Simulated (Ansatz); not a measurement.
# Geometry relaxation, with input and output: CH7BFNOSi

CH7BFNOSi, SMILES NC(F)([SiH3])BO, computed with RKS CAM-B3LYP-D4/6-31G* (Ansatz 0.2.0).

It belongs to a series of runs on one base structure; here: end point A relaxed. Figures and captions count atoms from 1; the log counts them from 0 in places.

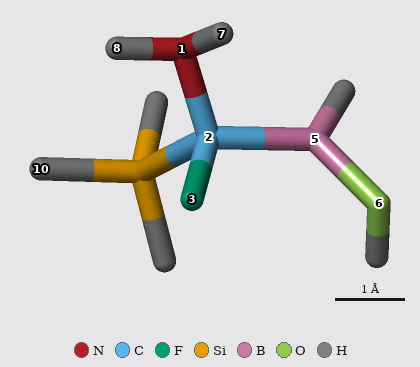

Fig. 1: The starting structure (stick view, seen at a tilt; atoms are numbered from 1 in the order of the input).

Summary

| quantity | value |
| --- | --- |
| outcome | converged |
| total energy | −15956.1071 eV |
| mean-field energy | −15955.8674 eV |
| largest force (length of the vector) at the end | 0.008 eV/Å |
| hardware | 2 threads of Intel Xeon @ 2.50GHz (Skylake/Cascade Lake), 16 GiB of memory available, shared host |
| wall time | 2.5 min (CPU time 4.8 min) |
| peak memory | 0.32 GiB |

Input
```yaml
crystal:
  periodic: [false, false, false]
  atoms:
    - { symbol: "N", position_ang: [-1.6859, -0.0165, -0.1387] }
    - { symbol: C, position_ang: [-0.3422, 0.0298, 0.2812] }
    - { symbol: F, position_ang: [-0.307, 0.0662, 1.6513] }
    - { symbol: Si, position_ang: [0.6001, -1.5026, -0.3349] }
    - { symbol: B, position_ang: [0.4179, 1.2955, -0.3386] }
    - { symbol: O, position_ang: [1.0418, 2.2973, 0.5632] }
    - { symbol: H, position_ang: [-2.1847, 0.8703, 0.2574] }
    - { symbol: H, position_ang: [-2.1708, -0.7842, 0.2679] }
    - { symbol: H, position_ang: [0.4691, -1.5464, -1.7578] }
    - { symbol: H, position_ang: [-0.1386, -2.6985, 0.2485] }
    - { symbol: H, position_ang: [1.9212, -1.4966, 0.1233] }
    - { symbol: H, position_ang: [0.4791, 1.47, -1.4747] }
    - { symbol: H, position_ang: [1.9204, 1.9809, 0.6667] }
basis:
  gaussian: { orbitals: "6-31G*" }
hamiltonian:
  xc: cam_b3lyp
  dispersion: d4
relax:
  f_tol: 0.015
  max_steps: 40
```

Run as:
```bash
ansatz run input.yaml --threads 2 --pin off --max-ram 3072MiB --backend cpu --events-out ev --progress --plain --runs-dir out
```

The program's output
```
The last accepted step is kept in [file] (removed where the run ends without a failure and the disk answers)
Engine: ansatz 0.2.0, x86_64-unknown-linux-gnu
Functional definition: CAM-B3LYP
  parameter alpha = 0.19
  parameter beta = 0.46
  parameter omega = 0.33/bohr
  parameter ac = 0.81
  exchange = (1 - alpha - beta)*b88_x + beta*b88_x_sr(omega) + alpha*exact_x + beta*exact_x_lr(omega)
  correlation = (1 - ac)*vwn5_c + ac*lyp_c
1176 factors; integrals over basis functions are off by at most 6.4e-4 eV
404 factors; integrals over basis functions are off by at most 5.4e-7 eV
mean field evaluation 1: about -15948.6524 eV, gradient 5.7e1 eV
mean field evaluation 2: about -15946.6710 eV, gradient 6.7e1 eV
mean field evaluation 4: about -15954.4661 eV, gradient 2.7e0 eV
mean field evaluation 8: about -15954.4981 eV, gradient 1.7e-1 eV
mean field evaluation 16: about -15954.4982 eV, gradient 6.2e-5 eV
mean field -15954.49818602 eV, -586.3169939891 hartree, gradient 6.2e-5 eV, S^2 0.000000; 0 other end points of the search recorded, 0 dependent functions left out
the calculation of the forces begins
reference -15954.49830422 eV, -586.3169983328 hartree; 28, 28 occupied and 80, 80 virtual orbitals, 1176 factors
relax step   1: F+E_penalty+E_count = -15954.73739728 eV  Δ(F+E_penalty+E_count) = +0.000e0 eV  max|allowed force component| = 3.213e0 eV/Å  Δτ_max = 0.0000 Å  (28 SCF iters, accepted)
these checks for a lower state are left out or cut short: starts, cluster_reference, orbital_swaps, neighbouring_geometries, increment
1176 factors; integrals over basis functions are off by at most 7.2e-4 eV
404 factors; integrals over basis functions are off by at most 5.4e-7 eV
mean field -15955.04281544 eV, -586.3370087509 hartree, gradient 2.5e-5 eV, S^2 0.000000; 0 other end points of the search recorded, 0 dependent functions left out
[... from here on the field's lines of each further geometry are left out, up to the last ...]
relax step   2: F+E_penalty+E_count = -15955.28230457 eV  Δ(F+E_penalty+E_count) = -5.449e-1 eV  max|allowed force component| = 1.571e0 eV/Å  Δτ_max = 0.0729 Å  (32 SCF iters, accepted)
relax step   3: F+E_penalty+E_count = -15955.36088067 eV  Δ(F+E_penalty+E_count) = -7.858e-2 eV  max|allowed force component| = 2.139e0 eV/Å  Δτ_max = 0.1752 Å  (33 SCF iters, accepted)
relax step   4: F+E_penalty+E_count = -15955.50571579 eV  Δ(F+E_penalty+E_count) = -1.448e-1 eV  max|allowed force component| = 2.036e0 eV/Å  Δτ_max = 0.1344 Å  (33 SCF iters, accepted)
relax step   5: F+E_penalty+E_count = -15955.63964857 eV  Δ(F+E_penalty+E_count) = -1.339e-1 eV  max|allowed force component| = 3.131e0 eV/Å  Δτ_max = 0.1955 Å  (33 SCF iters, accepted)
relax step   6: F+E_penalty+E_count = -15955.95590183 eV  Δ(F+E_penalty+E_count) = -3.163e-1 eV  max|allowed force component| = 1.367e0 eV/Å  Δτ_max = 0.2000 Å  (31 SCF iters, accepted)
relax step   7: F+E_penalty+E_count = -15956.06663357 eV  Δ(F+E_penalty+E_count) = -1.107e-1 eV  max|allowed force component| = 3.897e-1 eV/Å  Δτ_max = 0.2000 Å  (32 SCF iters, accepted)
relax step   8: F+E_penalty+E_count = -15956.09469289 eV  Δ(F+E_penalty+E_count) = -2.806e-2 eV  max|allowed force component| = 2.480e-1 eV/Å  Δτ_max = 0.2000 Å  (31 SCF iters, accepted)
relax step   9: F+E_penalty+E_count = -15956.09941632 eV  Δ(F+E_penalty+E_count) = -4.723e-3 eV  max|allowed force component| = 2.038e-1 eV/Å  Δτ_max = 0.0548 Å  (29 SCF iters, accepted)
relax step  10: F+E_penalty+E_count = -15956.10313222 eV  Δ(F+E_penalty+E_count) = -3.716e-3 eV  max|allowed force component| = 1.229e-1 eV/Å  Δτ_max = 0.0460 Å  (28 SCF iters, accepted)
relax step  11: F+E_penalty+E_count = -15956.10439980 eV  Δ(F+E_penalty+E_count) = -1.268e-3 eV  max|allowed force component| = 5.711e-2 eV/Å  Δτ_max = 0.0281 Å  (28 SCF iters, accepted)
relax step  12: F+E_penalty+E_count = -15956.10501871 eV  Δ(F+E_penalty+E_count) = -6.189e-4 eV  max|allowed force component| = 1.536e-1 eV/Å  Δτ_max = 0.0469 Å  (27 SCF iters, accepted)
relax step  13: F+E_penalty+E_count = -15956.10582575 eV  Δ(F+E_penalty+E_count) = -8.070e-4 eV  max|allowed force component| = 8.209e-2 eV/Å  Δτ_max = 0.0138 Å  (28 SCF iters, accepted)
relax step  14: F+E_penalty+E_count = -15956.10605400 eV  Δ(F+E_penalty+E_count) = -2.282e-4 eV  max|allowed force component| = 6.508e-2 eV/Å  Δτ_max = 0.0278 Å  (29 SCF iters, accepted)
relax step  15: F+E_penalty+E_count = -15956.10648698 eV  Δ(F+E_penalty+E_count) = -4.330e-4 eV  max|allowed force component| = 3.038e-2 eV/Å  Δτ_max = 0.0217 Å  (27 SCF iters, accepted)
relax step  16: F+E_penalty+E_count = -15956.10673497 eV  Δ(F+E_penalty+E_count) = -2.480e-4 eV  max|allowed force component| = 3.709e-2 eV/Å  Δτ_max = 0.0325 Å  (28 SCF iters, accepted)
relax step  17: F+E_penalty+E_count = -15956.10678378 eV  Δ(F+E_penalty+E_count) = -4.881e-5 eV  max|allowed force component| = 6.408e-2 eV/Å  Δτ_max = 0.0175 Å  (28 SCF iters, accepted)
relax step  18: F+E_penalty+E_count = -15956.10690598 eV  Δ(F+E_penalty+E_count) = -1.222e-4 eV  max|allowed force component| = 2.597e-2 eV/Å  Δτ_max = 0.0109 Å  (26 SCF iters, accepted)
relax step  19: F+E_penalty+E_count = -15956.10692377 eV  Δ(F+E_penalty+E_count) = -1.779e-5 eV  max|allowed force component| = 2.071e-2 eV/Å  Δτ_max = 0.0099 Å  (27 SCF iters, accepted)
the calculation of the forces begins
reference -15955.86744223 eV, -586.3673132267 hartree; 28, 28 occupied and 80, 80 virtual orbitals, 1176 factors
relax step  20: F+E_penalty+E_count = -15956.10695200 eV  Δ(F+E_penalty+E_count) = -2.823e-5 eV  max|allowed force component| = 7.879e-3 eV/Å  Δτ_max = 0.0023 Å  (22 SCF iters, accepted)
```

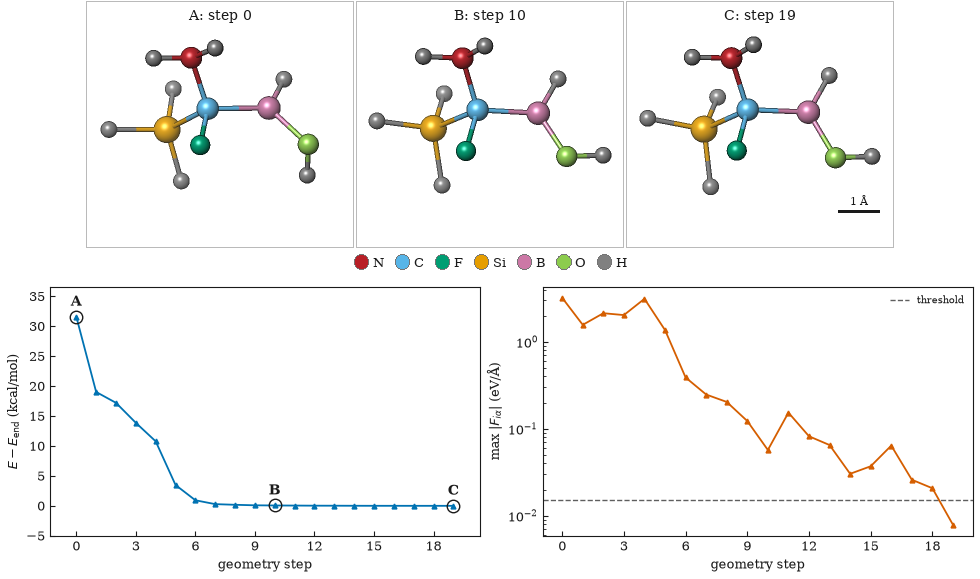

Fig. 2: Frames of the relaxation (ball-and-stick view, seen at a tilt) above the curves, on which the letters mark them (the first geometry is step 0 here and step 1 in the log).

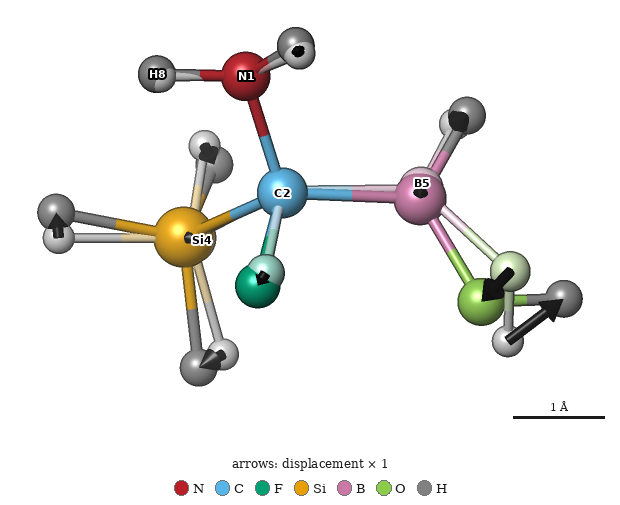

Fig. 3: Start (faint) and end (solid) with the displacements as black arrows, at true length (ball-and-stick view, seen at a tilt). The two geometries are laid on each other by the best rigid fit. H13 moves most after the best rigid fit: 0.78 Å. Largest moves by element: H 0.78 Å, O 0.56 Å, F 0.16 Å, B 0.14 Å, Si 0.09 Å, C 0.03 Å. Among the contacts that change: B5–O6 1.485 → 1.348 Å, Si4–H11 1.398 → 1.481 Å, N1–H7 1.092 → 1.016 Å, C2–F3 1.371 → 1.433 Å. Among the angles that change: B5–O6–H13 103.4° → 112.4°, F3–C2–Si4 109.4° → 103.6°, C2–N1–H7 107.5° → 113.1°. The energy falls by 31.6 kcal/mol in 19 geometry steps. Largest force component: 3.2 eV/Å at the start, 0.0079 eV/Å at the end. (Atoms are counted from 1 in the order of the input.)

```
1176 factors; integrals over basis functions are off by at most 7.1e-4 eV
404 factors; integrals over basis functions are off by at most 5.5e-7 eV
mean field -15955.86732110 eV, -586.3673087750 hartree, gradient 5.3e-5 eV, S^2 0.000000; 1 other end points of the search recorded, 0 dependent functions left out
the calculation of the forces begins
reference -15955.86744223 eV, -586.3673132267 hartree; 28, 28 occupied and 80, 80 virtual orbitals, 1176 factors
Total energy: -15956.10707314 eV, -586.3761195000 hartree
Atom 0 at    -1.693810     0.002328    -0.115062 Å, force    -0.000154     0.000679    -0.000142 eV/Å
Atom 1 at    -0.338482     0.035442     0.314989 Å, force    -0.002052     0.002275    -0.005903 eV/Å
Atom 2 at    -0.225720    -0.040615     1.741214 Å, force     0.000959     0.000469     0.007879 eV/Å
Atom 3 at     0.533026    -1.553848    -0.291468 Å, force     0.000577    -0.002496     0.000443 eV/Å
Atom 4 at     0.447305     1.296729    -0.202096 Å, force     0.004101     0.004775     0.003902 eV/Å
Atom 5 at     1.373560     1.843538     0.610054 Å, force    -0.004252    -0.002188    -0.005626 eV/Å
Atom 6 at    -2.216755     0.830660     0.153807 Å, force    -0.000479    -0.000266     0.000167 eV/Å
Atom 7 at    -2.188895    -0.814597     0.229452 Å, force    -0.000365    -0.000836    -0.000895 eV/Å
Atom 8 at     0.747361    -1.531115    -1.759962 Å, force    -0.000232    -0.000325     0.000020 eV/Å
Atom 9 at    -0.359721    -2.688326     0.058598 Å, force     0.000743    -0.000526    -0.000843 eV/Å
Atom 10 at     1.837087    -1.715516     0.391126 Å, force     0.000399    -0.000681    -0.000353 eV/Å
Atom 11 at     0.268479     1.718352    -1.309820 Å, force    -0.000122    -0.000522     0.000145 eV/Å
Atom 12 at     1.836967     2.582170     0.193968 Å, force     0.000877    -0.000357     0.001206 eV/Å
Dipole moment:    -0.034210     0.331668    -0.230017 e Å
```

Trajectory as extended XYZ (Å, eV, eV/Å), 8 of the 20 frames kept, from step=1 to step=20
```
13
Properties=species:S:1:pos:R:3:forces:R:3 step=1 energy=-15954.73740
N    -1.6859   -0.0165   -0.1387   -1.5002   2.9650  -0.0628
C    -0.3422    0.0298    0.2812    0.7091   1.0096  -1.1947
F    -0.3070    0.0662    1.6513    0.6252  -0.1123   1.8027
Si    0.6001   -1.5026   -0.3349   -2.4453  -0.8146   0.6661
B     0.4179    1.2955   -0.3386    0.4795   1.6926   3.2132
O     1.0418    2.2973    0.5632   -2.7130  -2.0597  -2.2842
H    -2.1847    0.8703    0.2574    0.9617  -2.0385  -1.0635
H    -2.1708   -0.7842    0.2679   -0.4313  -0.9423   0.3916
H     0.4691   -1.5464   -1.7578    0.1858  -0.0806  -1.1048
H    -0.1386   -2.6985    0.2485    0.3754   0.4311  -0.2037
H     1.9212   -1.4966    0.1233    1.8516   0.0395   0.5261
H     0.4791    1.4700   -1.4747    0.1089   0.0711  -1.1999
H     1.9204    1.9809    0.6667    1.7926  -0.1611   0.5138
13
Properties=species:S:1:pos:R:3:forces:R:3 step=4 energy=-15955.50572
N    -1.7293    0.0196   -0.1143    0.3470  -0.4150   0.1352
C    -0.3581    0.0649    0.2993   -0.3879   0.1167  -0.1659
F    -0.2108   -0.0055    1.7163   -0.0678  -0.0549   0.0032
Si    0.5269   -1.5148   -0.3387    0.2102   0.1535  -0.0164
B     0.4296    1.3118   -0.2514   -0.0586   0.2216  -0.2847
O     1.0048    2.2019    0.6085    2.0358  -0.7444   0.2146
H    -2.2475    0.8308    0.1873   -0.1488   0.2807   0.0761
H    -2.2075   -0.8042    0.2483    0.0630   0.0881  -0.0691
H     0.5303   -1.5981   -1.8227   -0.0165   0.0039   0.0927
H    -0.1954   -2.6714    0.2360   -0.0432  -0.0577   0.0230
H     1.9406   -1.5190    0.1458   -0.1784  -0.0096  -0.0415
H     0.5241    1.4569   -1.4507    0.1547  -0.1496   0.2057
H     2.0126    2.1923    0.5509   -1.9094   0.5668  -0.1728
13
Properties=species:S:1:pos:R:3:forces:R:3 step=6 energy=-15955.95590
N    -1.7386    0.0271   -0.1257   -0.0104   0.0693   0.0237
C    -0.3876    0.0590    0.3089    0.0383  -0.1258  -0.1226
F    -0.2686   -0.0689    1.7261   -0.0722   0.0900   0.1191
Si    0.5165   -1.5106   -0.3252    0.0073   0.0173  -0.0417
B     0.4733    1.2749   -0.1881   -0.0450  -0.0112   0.1444
O     1.1116    2.0324    0.7334    1.3674   0.0814  -0.7802
H    -2.2673    0.8397    0.1808    0.0223  -0.0326  -0.0183
H    -2.2215   -0.8055    0.1978   -0.0396   0.0033  -0.0079
H     0.4880   -1.5829   -1.8048   -0.0071  -0.0412  -0.0253
H    -0.1895   -2.6787    0.2601   -0.0033   0.0116  -0.0244
H     1.9352   -1.5168    0.1166   -0.0691   0.0275   0.0461
H     0.6626    1.4556   -1.3604   -0.0187  -0.0699   0.0211
H     1.9063    2.4398    0.2954   -1.1698  -0.0196   0.6659
13
Properties=species:S:1:pos:R:3:forces:R:3 step=9 energy=-15956.09942
N    -1.6918    0.0350   -0.1248   -0.0538  -0.0286  -0.0071
C    -0.3378    0.0310    0.3048    0.0586   0.0049   0.0333
F    -0.2294   -0.0684    1.7306    0.0029  -0.0088  -0.0028
Si    0.5175   -1.5670   -0.3107    0.0160   0.0571   0.0017
B     0.4752    1.2831   -0.1915    0.1266  -0.1108  -0.1155
O     1.2889    1.9102    0.6826   -0.0001   0.2038  -0.1841
H    -2.1989    0.8578    0.1884   -0.0132  -0.0086  -0.0143
H    -2.1981   -0.7883    0.1885   -0.0073   0.0232   0.0037
H     0.6201   -1.6081   -1.7907   -0.0133   0.0015   0.0075
H    -0.3130   -2.7040    0.1625    0.0043   0.0061  -0.0091
H     1.8787   -1.6581    0.2680   -0.0186  -0.0217   0.0178
H     0.4390    1.6029   -1.3518   -0.0440   0.0429   0.1424
H     1.7698    2.6390    0.2590   -0.0581  -0.1610   0.1263
13
Properties=species:S:1:pos:R:3:forces:R:3 step=12 energy=-15956.10502
N    -1.6829    0.0180   -0.1111    0.1536  -0.0039  -0.1010
C    -0.3230    0.0268    0.3105   -0.0702   0.0319  -0.0259
F    -0.2094   -0.0580    1.7347    0.0299   0.0018   0.0310
Si    0.5225   -1.5725   -0.3044    0.0017   0.0125   0.0053
B     0.4661    1.2890   -0.2028   -0.0232  -0.0237  -0.0068
O     1.3029    1.9088    0.6507    0.0480  -0.0068   0.0171
H    -2.1875    0.8528    0.1644   -0.0684   0.0457   0.0390
H    -2.1859   -0.7941    0.2267   -0.0670  -0.0558   0.0428
H     0.6891   -1.5745   -1.7785    0.0054   0.0053  -0.0090
H    -0.3574   -2.7011    0.0915   -0.0087  -0.0024   0.0051
H     1.8471   -1.7240    0.3396    0.0115  -0.0078   0.0019
H     0.3595    1.6564   -1.3388   -0.0048  -0.0138  -0.0065
H     1.7793    2.6377    0.2322   -0.0077   0.0170   0.0069
13
Properties=species:S:1:pos:R:3:forces:R:3 step=15 energy=-15956.10649
N    -1.6869    0.0077   -0.1133    0.0041   0.0000   0.0114
C    -0.3294    0.0345    0.3124    0.0149  -0.0304  -0.0190
F    -0.2119   -0.0455    1.7377   -0.0076   0.0017   0.0018
Si    0.5271   -1.5639   -0.2990   -0.0067   0.0196   0.0107
B     0.4571    1.2957   -0.2043    0.0171   0.0062   0.0086
O     1.3390    1.8806    0.6307   -0.0111  -0.0126  -0.0084
H    -2.2056    0.8370    0.1614    0.0005  -0.0067   0.0002
H    -2.1825   -0.8086    0.2326   -0.0029   0.0089  -0.0062
H     0.7238   -1.5545   -1.7700   -0.0015   0.0067   0.0020
H    -0.3689   -2.6901    0.0697   -0.0004   0.0031   0.0000
H     1.8383   -1.7336    0.3688   -0.0018   0.0067  -0.0001
H     0.3152    1.6871   -1.3285   -0.0043  -0.0017   0.0053
H     1.8051    2.6186    0.2166   -0.0002  -0.0015  -0.0064
13
Properties=species:S:1:pos:R:3:forces:R:3 step=17 energy=-15956.10678
N    -1.6933    0.0027   -0.1134   -0.0106  -0.0053   0.0095
C    -0.3376    0.0364    0.3162   -0.0150   0.0047   0.0008
F    -0.2244   -0.0392    1.7422   -0.0005  -0.0028   0.0042
Si    0.5317   -1.5538   -0.2927    0.0049   0.0038  -0.0030
B     0.4473    1.2973   -0.2022    0.0641  -0.0027  -0.0069
O     1.3677    1.8510    0.6135   -0.0440  -0.0131  -0.0249
H    -2.2175    0.8293    0.1589    0.0065  -0.0027  -0.0032
H    -2.1866   -0.8157    0.2308    0.0005   0.0041  -0.0049
H     0.7462   -1.5286   -1.7612   -0.0013  -0.0009   0.0031
H    -0.3630   -2.6876    0.0549    0.0010   0.0029   0.0007
H     1.8357   -1.7196    0.3893   -0.0018   0.0008   0.0003
H     0.2802    1.7062   -1.3175   -0.0062   0.0075   0.0280
H     1.8339    2.5869    0.1959    0.0024   0.0038  -0.0036
13
Properties=species:S:1:pos:R:3:forces:R:3 step=20 energy=-15956.10695
N    -1.6938    0.0023   -0.1151   -0.0002   0.0007  -0.0001
C    -0.3385    0.0354    0.3150   -0.0021   0.0023  -0.0059
F    -0.2257   -0.0406    1.7412    0.0010   0.0005   0.0079
Si    0.5330   -1.5538   -0.2915    0.0006  -0.0025   0.0004
B     0.4473    1.2967   -0.2021    0.0041   0.0048   0.0039
O     1.3736    1.8435    0.6101   -0.0043  -0.0022  -0.0056
H    -2.2168    0.8307    0.1538   -0.0005  -0.0003   0.0002
H    -2.1889   -0.8146    0.2295   -0.0004  -0.0008  -0.0009
H     0.7474   -1.5311   -1.7600   -0.0002  -0.0003   0.0000
H    -0.3597   -2.6883    0.0586    0.0007  -0.0005  -0.0008
H     1.8371   -1.7155    0.3911    0.0004  -0.0007  -0.0004
H     0.2685    1.7184   -1.3098   -0.0001  -0.0005   0.0001
H     1.8370    2.5822    0.1940    0.0009  -0.0004   0.0012
```
